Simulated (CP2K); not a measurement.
Consider 3-cyanothiophene at its PBE geometry (Å).

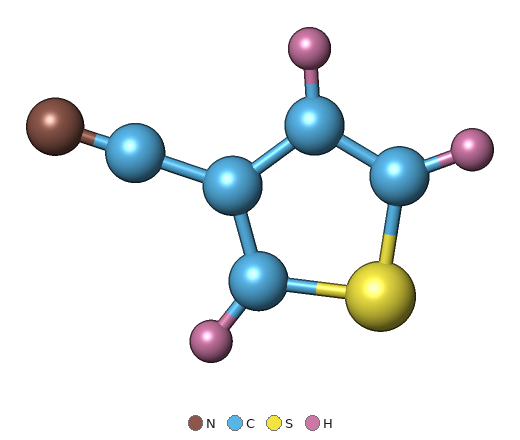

The molecule (nitrogen brown, carbon blue, sulfur yellow, hydrogen pink).

```xyz
10

N     3.1513   -0.4210    0.2627
C     2.0067   -0.2133    0.1588
C     0.6138    0.0499    0.0290
C    -0.4139   -0.9441    0.1275
C    -1.6662   -0.4079   -0.0362
S    -1.6020    1.2896   -0.3080
C     0.0999    1.3178   -0.2075
H    -0.2189   -1.9972    0.3107
H    -2.6245   -0.9171   -0.0126
H     0.6538    2.2433   -0.3242
```

Method: CP2K XAS_TDP, all-electron GAPW, PBEh(45%), aug-cc-pVDZ, TDA, GW2X-corrected core level, no relativity.

Q: Predict the bright core excitations at the C K edge.

Leading lines: C2 288.55 eV, C3 287.52 eV, C4 287.52 eV, C5 287.15 eV and C7 286.71 eV. The leading line of an atom is its first one with 35 % of the strongest within 2.5 eV of its lowest line over the strength cut. Core ionisation energies at this level: C4 292.76, C5 292.80, C7 292.95, C2 293.79 and C3 292.98 eV.

The first six lines of each atom with a strength over 0.0015:

| atom | energy (eV) | states | strength, one atom | above the computed threshold |
| --- | --- | --- | --- | --- |
| C2 (bonded to C and N) | 288.55 | 1 | 0.0371 |  |
|  | 288.86 | 1 | 0.0536 |  |
|  | 291.33 | 1 | 0.0092 |  |
|  | 292.76 | 1 | 0.0020 |  |
|  | 293.09 | 1 | 0.0104 |  |
|  | 293.53 | 1 | 0.0026 |  |
| C3 (bonded to 3 C) | 287.52 | 1 | 0.0359 |  |
|  | 290.00 | 1 | 0.0032 |  |
|  | 290.51 | 1 | 0.0038 |  |
|  | 291.23 | 1 | 0.0044 |  |
|  | 291.66 | 1 | 0.0016 |  |
|  | 292.00 | 1 | 0.0160 |  |
| C4 (bonded to 2 C and H) | 287.52 | 1 | 0.0503 |  |
|  | 289.08 | 1 | 0.0033 |  |
|  | 290.61 | 1 | 0.0120 |  |
|  | 290.76 | 1 | 0.0082 |  |
|  | 291.58 | 1 | 0.0016 |  |
|  | 291.68 | 1 | 0.0040 |  |
| C5 (bonded to C, S and H) | 287.15 | 1 | 0.0492 |  |
|  | 289.64 | 1 | 0.0329 |  |
|  | 290.54 | 1 | 0.0134 |  |
|  | 291.44 | 1 | 0.0044 |  |
|  | 291.69 | 1 | 0.0025 |  |
|  | 292.18 | 1 | 0.0023 |  |
| C7 (bonded to C, S and H) | 286.71 | 1 | 0.0509 |  |
|  | 289.91 | 1 | 0.0288 |  |
|  | 290.81 | 1 | 0.0149 |  |
|  | 291.59 | 1 | 0.0074 |  |
|  | 291.80 | 1 | 0.0067 |  |
|  | 291.93 | 1 | 0.0052 |  |

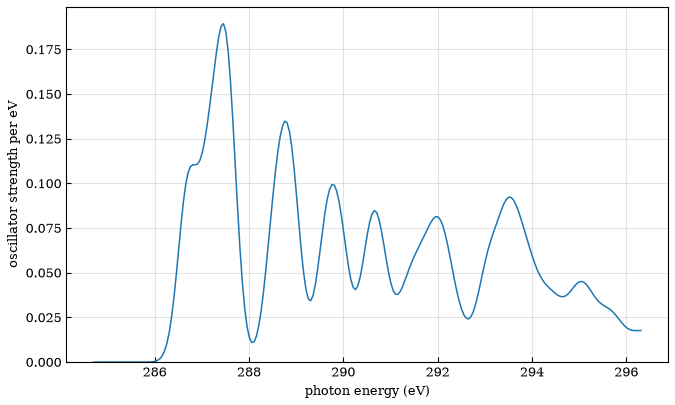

All atoms added, broadened by 0.5 eV.

Lines are vertical, at one geometry, with no vibrational structure. GW2X ionisation energies and lines can be off by 1 to 2 eV either way, and a good line position may hide errors that cancel. These values hold no scalar relativity, about 0.1 eV for C 1s. Rydberg lines, and the discretised continuum above threshold, depend on the basis and the box.

[Banner, clock and machine lines of the logs are left out without a mark of their own.]

[Logs are printed without paths, hosts, clocks, repeated set-up lines and the standing remarks that a program may print on its own settings, such as how far it seeks lower states.]

[Hosts, paths, dates, database ids (printed as entryN), source tags and the programs' standing remarks are cut or masked in the printed files.]
